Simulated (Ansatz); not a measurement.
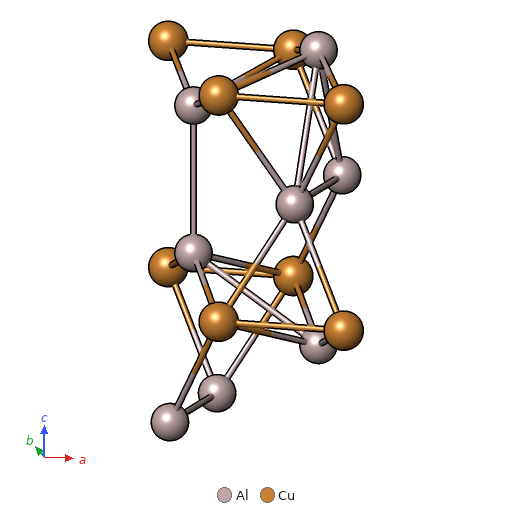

System: Na on a slab of content Al₂Cu. The picture shows the clean slab (repeated in the plane, vacuum cut away).

The given structure:
```xyz
12
Lattice="4.8104 0.0000 0.0000 -2.4052 4.2175 0.0000 0.0000 0.0000 24.1005" Properties=species:S:1:pos:R:3 pbc="T T T"
Al    0.0000    3.4432    8.5000
Al    0.0000    0.7743    8.5000
Al    2.4052    2.1088    9.8345
Cu    3.6078    0.0000   10.6088
Cu    1.2026    0.0000   10.6088
Al    0.0000    2.1088   11.3829
Al    2.4052    3.4522   12.7243
Al    2.4052    0.7653   12.7243
Al    0.0000    2.1088   14.1280
Cu    1.2026    0.0000   14.8242
Cu    3.6078    0.0000   14.8242
Al    2.4052    2.1088   15.3214
```

Method: adsorption at several starting sites on a slab cut from the named crystal, one adsorbate a surface cell, the lower planes held, the adsorption energy counts from the clean slab and the free, spin-polarised adsorbate, negative where bound, plane waves with PAW datasets, Γ-centred k mesh (Ansatz 0.2.0). Level: PBE with D3(BJ), no spin polarisation.

- crystal formula: Al2Cu
- crystal space group number: 140
- Miller index h: 1
- Miller index k: 1
- Miller index l: 0
- top plane: Al
- bottom plane: Al
- planes: 8
- surface cell: (1, 1)
- slab thickness as cut: 7.1 Å
- vacuum: 17 Å
- surface area: 20.29 Å²
- wave cutoff: 420 eV
- k mesh: 7×7×1
- occupations: Gaussian
- smearing width: 0.1 eV
- boundary: dipole corrected
- adsorbate: Na

Sites are named by a rule of distances and placed in fractions of the cell vectors a and b; the slab's top layers relax too; key: 1 = top site at (0.75, 0.50); 2 = hollow site at (0.92, 0.83); 3 = bridge site at (0.00, 0.00).

Predict the adsorption energy of each starting site.

The adsorbate slid sideways from no. 2 (by 2.8 Å) and no. 3 (by 2.0 Å). Among these starts the lowest are no. 2 and no. 3, which are equal within what the calculation resolves; no. 1 is 0.686 eV higher.

```csv
starting site,adsorption energy (eV),height over highest slab atom (Å),lateral move (Å),dipole change (e Å)
no. 1,-1.169,2.907,0.00,0.165
no. 2,-1.855,1.799,2.79,0.251
no. 3,-1.855,1.799,2.04,0.251
```

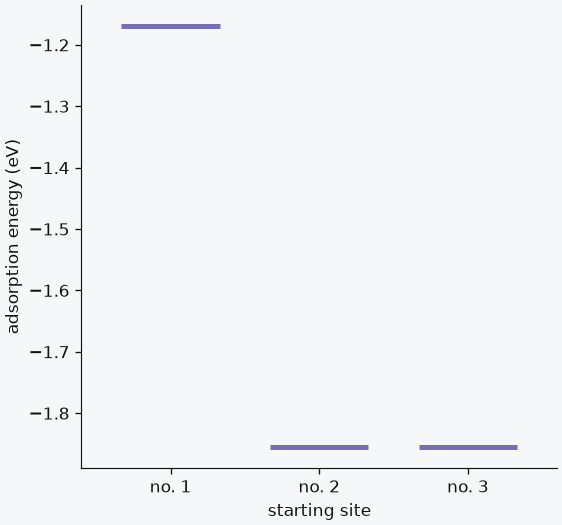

Caveats: open-shell adsorbate run without spin; xc potential rough in thin density.
